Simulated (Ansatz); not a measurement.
## Electronic structure of FH4N2Zr···HCl (doublet) in real space

```yaml
atoms:
  - { symbol: Zr, position_ang: [0.1202, -0.2096, -0.2240] }
  - { symbol: Cl, position_ang: [-0.0413, 0.0956, 4.0039] }
  - { symbol: N, position_ang: [1.9835, -0.0050, -0.9780] }
  - { symbol: H, position_ang: [2.4150, -0.6121, -1.6742] }
  - { symbol: H, position_ang: [2.6670, 0.7090, -0.7306] }
  - { symbol: F, position_ang: [-0.5762, 1.0215, 1.1184] }
  - { symbol: N, position_ang: [-0.9567, -1.7941, -0.8657] }
  - { symbol: H, position_ang: [-1.8881, -2.0653, -0.5539] }
  - { symbol: H, position_ang: [-0.6549, -2.4798, -1.5572] }
  - { symbol: H, position_ang: [-0.3717, 0.6798, 2.8902] }
```

Core potentials replace the inner electrons of Zr.

These are results of UKS PBE0/def2-SVP (Ansatz 0.2.0), not measurements.

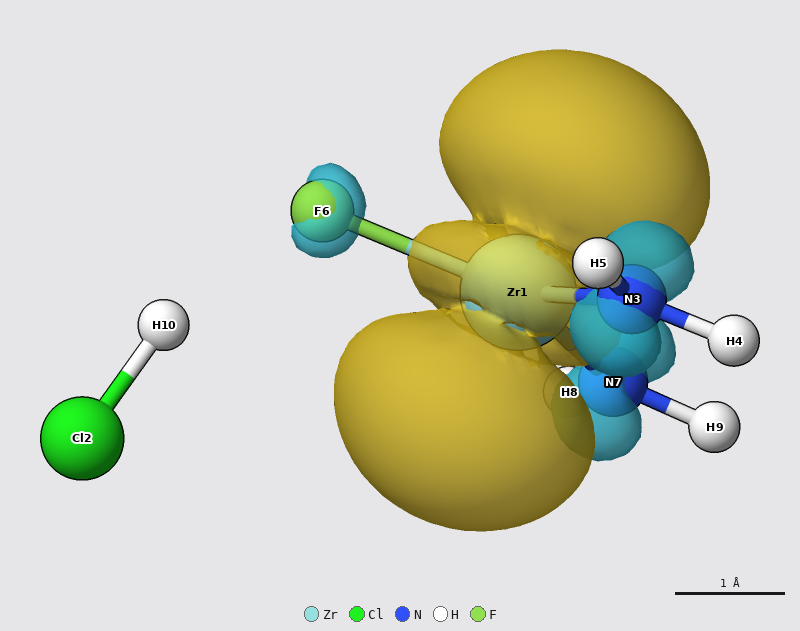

Figure 1. Isosurfaces of the spin density (α minus β) at +0.015 (yellow) and −0.015 e/Å³ (cyan), seen from one side.

Which atoms carry the spin?

The unpaired spin (1 electron) lies mostly on Zr1 (about 1.0), in electrons by Hirshfeld's partition.

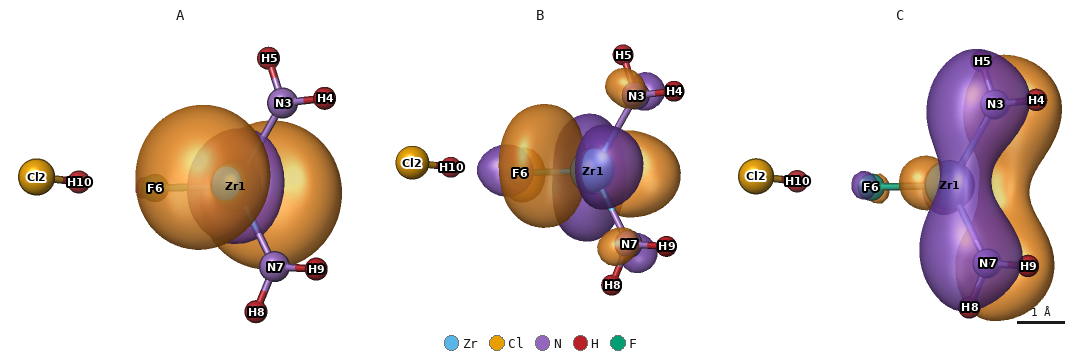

Figure 2. Three frontier orbitals at ±0.08 Å⁻³ᐟ² (orange and purple are the two phases), in no order.

Which picture is the HOMO−1, the HOMO and the LUMO? All are α orbitals.

C is the HOMO−1 (α) (−7.61 eV). Its weight (Hirshfeld) is mainly on N7 (about 35 %), N3 (about 35 %) and Zr1 (about 20 %). A is the HOMO (α) (−4.68 eV). It lies mainly on Zr1 (about 90 %). B is the LUMO (α) (−0.65 eV). By Hirshfeld shares it lies mainly on Zr1 (about 80 %) and F6 (about 10 %).

What is the gap between the highest occupied and lowest empty α orbitals?

4.03 eV between the orbital energies.

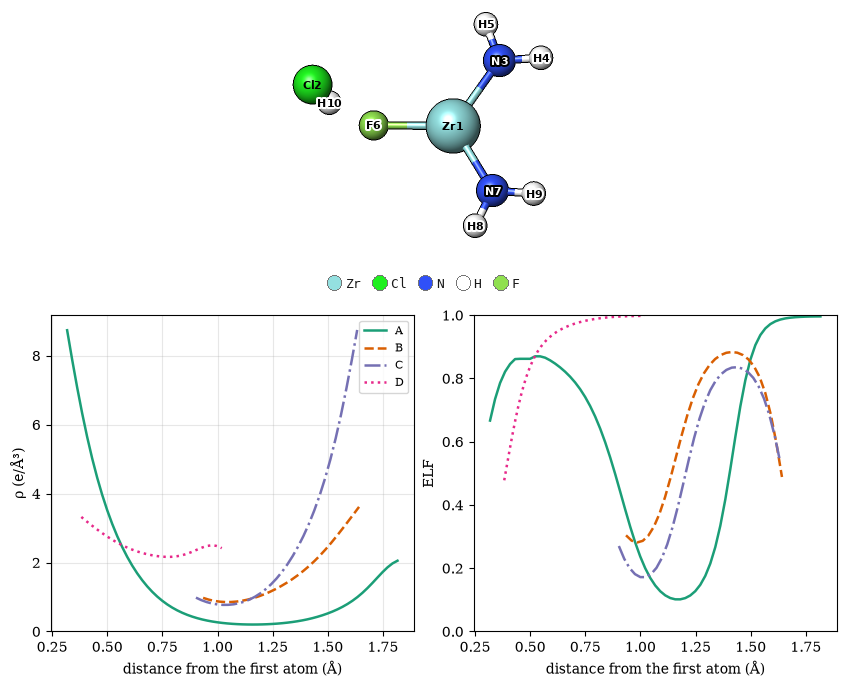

Figure 3. Electron density and ELF along straight lines between neighbouring atoms. The curves leave out the atomic cores. The structure is drawn too.

Which curve belongs to which contact (F–H, N–H, Zr–F and Zr–N)? The first atom named is at distance zero.

Curve A: F6···H10 (1.82 Å): the density falls to about 0.2 e/Å³ on the way; the ELF dips to about 0.10 between them. Curve B: Zr–N (2.02 Å): the density is about 0.86 e/Å³ at the midpoint; the ELF peaks at about 0.90 in the valence shell of N, 0.6 Å from its nucleus, and drops to about 0.30 between the two atoms. Curve C: Zr–F (1.95 Å): the density is about 0.81 e/Å³ at the midpoint; the ELF peaks at about 0.85 in the valence shell of F, 0.5 Å from its nucleus, and drops to about 0.15 between the two atoms. Curve D: N–H (1.02 Å): ρ is about 2.7 e/Å³ halfway; the ELF climbs to about 1 towards the hydrogen, as it does in any bond to H; an ordinary covalent bond to hydrogen.

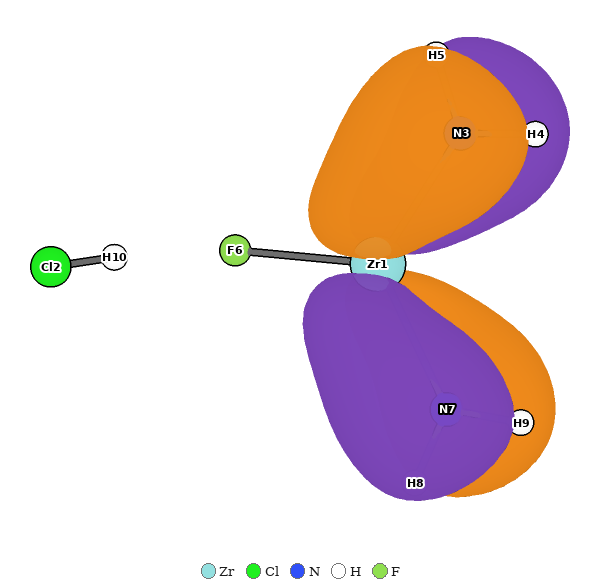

Figure 4. The HOMO−1 (β) at ±0.08 Å⁻³ᐟ² (orange and purple are the two phases), seen across its widest extent.

Describe this orbital and give its energy.

It lies mainly on N3 (about 35 %), N7 (about 35 %) and Zr1 (about 20 %). Its energy is −7.95 eV.
